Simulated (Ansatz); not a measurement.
A series of calculations on HF and related structures

### Relaxation

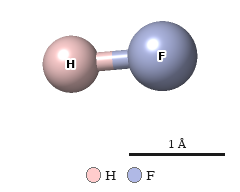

HF, before the relaxation. A ball-and-stick model, seen at a tilt.

It is one of the separated reactants of a reaction.

Theory: Ansatz 0.2.0, RKS PBE0-D4/def2-TZVP.

The input:
```yaml
crystal:
  periodic: [false, false, false]
  atoms:
    - {symbol: H, position_ang: [-0.553329, -0.122029, 1.372123]}
    - {symbol: F, position_ang: [-1.204051, 0.582859, 1.209215]}
basis:
  gaussian: {orbitals: def2-TZVP}
hamiltonian: {xc: pbe0, dispersion: d4}
relax: {f_tol: 0.005, max_steps: 200}
```

Run as
```bash
ansatz run in.yaml --threads 8 --pin off --events-out ev --progress --plain --max-ram 19148MiB
```

Question: Predict the outcome.

Answer: The largest moves after the best rigid fit, 0.027 Å, are those of H1 and F2. By element the largest moves are H 0.027 Å, F 0.027 Å. Near-neighbour distances that change, for instance: H1–F2 0.973 → 0.920 Å. Over 3 accepted moves (4 points after the start) the energy falls by 7.26 kJ/mol. The largest force component goes from 1.9 to 0.00014 eV/Å. The line search rejected the trial step at point 3 of the run.

Final geometry:

```xyz
2

H    -0.5711   -0.1028    1.3677
F    -1.1863    0.5637    1.2137
```

### Relaxation

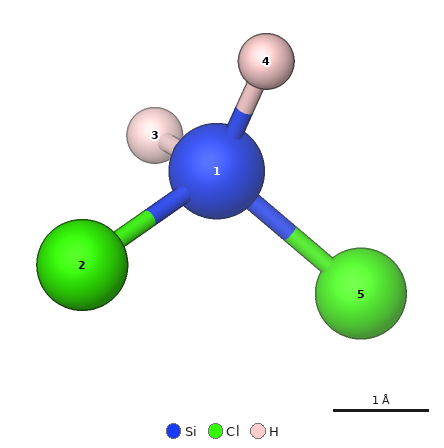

This is the input geometry for a relaxation of SiH2Cl2. Style: ball-and-stick. Shown at a tilt.

It is one of the separated reactants of a reaction.

All numbers below come from RKS PBE0-D4/def2-TZVP in Ansatz.

The input:
```yaml
crystal:
  periodic: [false, false, false]
  atoms:
    - {symbol: Si, position_ang: [-0.355573, 1.169996, -1.730934]}
    - {symbol: Cl, position_ang: [-0.777045, -0.832329, -1.854056]}
    - {symbol: H, position_ang: [-0.155399, 1.639935, -3.117363]}
    - {symbol: H, position_ang: [-1.432869, 1.883049, -1.034009]}
    - {symbol: Cl, position_ang: [1.431849, 1.440521, -0.764619]}
basis:
  gaussian: {orbitals: def2-TZVP}
hamiltonian: {xc: pbe0, dispersion: d4}
relax: {f_tol: 0.005, max_steps: 200}
```

Launched with:
```bash
ansatz run in.yaml --threads 8 --pin off --events-out ev --progress --plain --max-ram 19148MiB
```

### Where does the relaxation end?

Si1 moves most after the best rigid fit: 0.033 Å. Largest moves by element: Si 0.033 Å, H 0.031 Å, Cl 0.025 Å. Some distances before and after: Si1–Cl2 2.050 → 2.040 Å, Si1–H4 1.468 → 1.475 Å. Among the angles between lasting bonds that change: Cl2–Si1–H4 110.6° → 108.5°, Cl2–Si1–H3 106.4° → 108.5°. After 4 geometry steps the energy has fallen by 0.33 kcal/mol. The largest force component goes from 0.43 to 0.00094 eV/Å. The run took 3 s on 8 threads of Arm Neoverse V2, with other jobs on the host.

The structure at the end:

```xyz
5

Si   -0.3359    1.1630   -1.7562
Cl   -0.7897   -0.8247   -1.8342
H    -0.1656    1.6586   -3.1355
H    -1.4129    1.8607   -1.0281
Cl    1.4150    1.4437   -0.7469
```

### Reaction

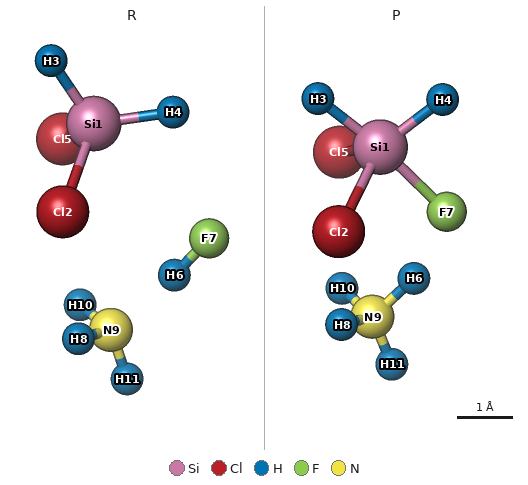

Reactant (R) and product (P) of one elementary step of SiNH₆Cl₂F. Style: ball-and-stick. Shown from a free direction.

Stationary points at PBE0-D4/def2-TZVP, single-point energies with B2PLYP (def2-TZVPP where no basis is named; Ansatz 0.2.0). The energies are electronic, without zero-point or thermal terms, and both ends are the relaxed geometries reached downhill from the saddle, with any fragments still in contact.

R:
```xyz
11

Si   -0.3553    1.1704   -1.7307
Cl   -0.7773   -0.8318   -1.8542
H    -0.1550    1.6406   -3.1170
H    -1.4324    1.8836   -1.0336
Cl    1.4322    1.4403   -0.7644
H    -0.5533   -0.1221    1.3721
F    -1.2039    0.5829    1.2093
H     0.4054   -1.9272    0.7457
N     0.5648   -1.2550    1.4868
H     1.4677   -0.8267    1.3202
H     0.6071   -1.7549    2.3661
```

P:
```xyz
11

Si   -0.5113    1.0421   -1.1400
Cl   -0.9319   -1.0490   -1.5256
H     0.0233    1.1940   -2.5259
H    -1.5767    2.0785   -1.1597
Cl    1.4608    1.4330   -0.3302
H    -0.2231   -0.3396    1.1522
F    -1.0128    0.7208    0.5311
H     0.3137   -1.7698    0.5083
N     0.5217   -1.1114    1.2633
H     1.4047   -0.6387    1.0545
H     0.5315   -1.5598    2.1722
```

Question: Predict the saddle point between them and the barrier.

Answer: Counted by bonded pieces, R holds HF + NH₃ + SiH₂Cl₂ and P holds NH₄ + SiH₂Cl₂F. From R over the saddle to P, bonds form: Si1–F7 (3.12 → 2.03 → 1.77 Å), H6–N9 (1.60 → 1.25 → 1.08 Å). A bond breaks: H6–F7 (0.97 → 1.16 → 1.46 Å). The saddle has one imaginary mode, 219i cm⁻¹. The end R keeps a soft imaginary mode of 34i cm⁻¹, so it isn't quite a minimum. With B2PLYP the barrier is 7.5 kcal/mol from R and 1.3 kcal/mol from P, and P lies 6.2 kcal/mol above R.

Saddle geometry:

```xyz
11

Si   -0.4734    1.0796   -1.3005
Cl   -0.8743   -0.9521   -1.6729
H    -0.1205    1.4094   -2.7103
H    -1.5808    2.0119   -1.0120
Cl    1.4480    1.4502   -0.5284
H    -0.2588   -0.2418    1.0372
F    -0.9284    0.6054    0.6184
H     0.3961   -1.8973    0.6715
N     0.5269   -1.1566    1.3543
H     1.4669   -0.7860    1.2528
H     0.3983   -1.5227    2.2901
```

The saddle point in the same view, with dashed sticks for the bonds that form or break:

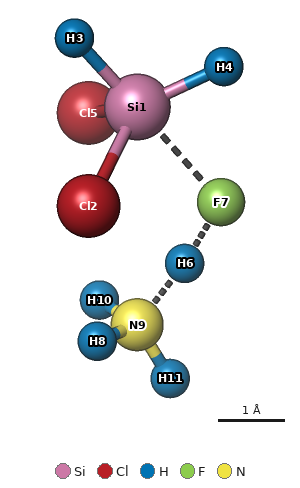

### Reaction

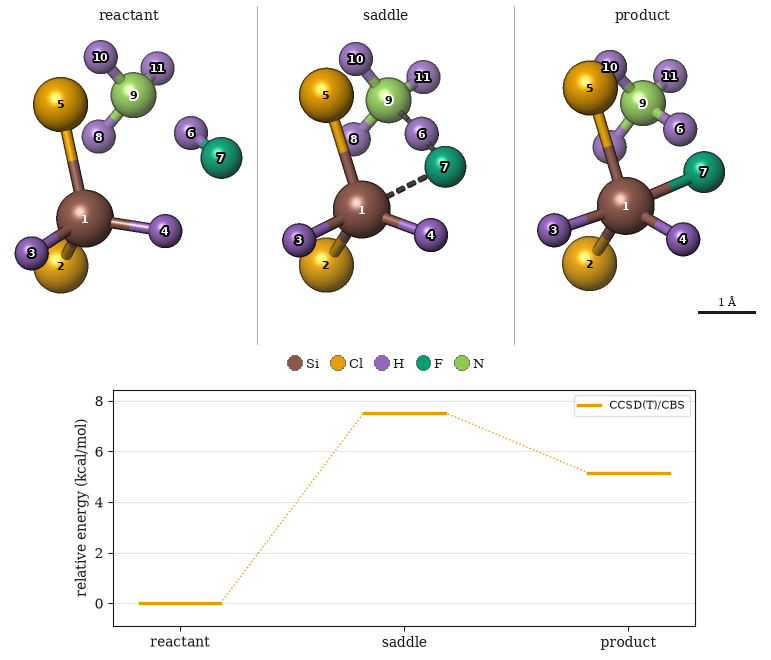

A reaction step of SiNH₆Cl₂F, with its energy diagram. A ball-and-stick model, seen from a free direction. Dashed sticks mark bonds that form or break.

Stationary points at PBE0-D4/def2-TZVP, single-point energies with CCSD(T)/CBS (def2-TZVPP where no basis is named; Ansatz 0.2.0). The energies are electronic, without zero-point or thermal terms, and both ends are the relaxed geometries reached downhill from the saddle, with any fragments still in contact. CCSD(T)/CBS stands for a frozen-core estimate: MP2 correlation extrapolated from def2-TZVPP and def2-QZVPP, CCSD(T) minus MP2 from the smaller set.

Describe the step and its energetics.

Counted by bonded pieces, the reactant holds HF + NH₃ + SiH₂Cl₂ and the product holds NH₄ + SiH₂Cl₂F. From the reactant over the saddle to the product, bonds form: Si1–F7 (3.12 → 2.03 → 1.77 Å), H6–N9 (1.60 → 1.25 → 1.08 Å). A bond breaks: H6–F7 (0.97 → 1.16 → 1.46 Å). The saddle has one imaginary mode, 219i cm⁻¹. The end the reactant keeps a soft imaginary mode of 34i cm⁻¹, so it isn't quite a minimum. With CCSD(T)/CBS the barrier is 7.5 kcal/mol from the reactant and 2.4 kcal/mol from the product, and the product lies 5.2 kcal/mol above the reactant.
